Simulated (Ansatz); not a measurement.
```sh
ansatz run in.yaml --threads 2 --pin off --events-out ev --progress --plain --max-ram 4352MiB
```

```yaml
crystal:
  periodic: [false, false, false]
  atoms:
    - {symbol: C, position_ang: [-0.406263, 1.317829, -1.635023]}
    - {symbol: N, position_ang: [-0.248903, 0.670387, -0.705598]}
    - {symbol: Ge, position_ang: [-0.185419, -0.242183, 1.188288]}
    - {symbol: H, position_ang: [-0.554982, 1.924779, -2.501990]}
    - {symbol: H, position_ang: [0.731991, -2.393056, 2.828313]}
    - {symbol: H, position_ang: [0.342270, -1.993944, 3.328592]}
    - {symbol: H, position_ang: [1.377566, -0.400353, 0.958216]}
    - {symbol: H, position_ang: [-0.524651, -1.602330, 0.442756]}
basis:
  gaussian: {orbitals: def2-TZVPP}
hamiltonian: {xc: pbe, dispersion: d4}
```

Work out the structure from the coordinates.

The species is CH5GeN. Judged by distances it falls into 2 fragments: CH3GeN, H2. The point group is Cs. Coordination, clear cases only: 1 C linear; 1 Ge trigonal pyramidal.

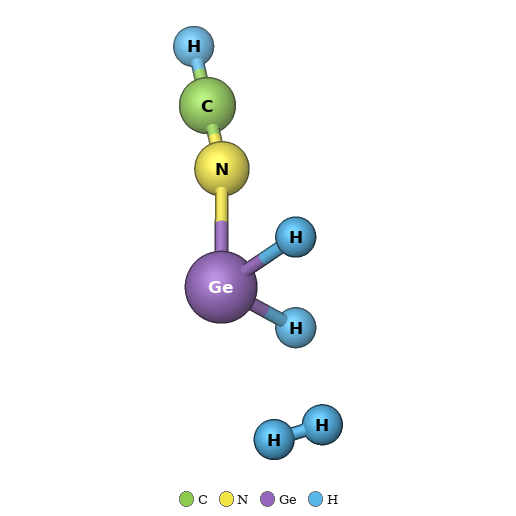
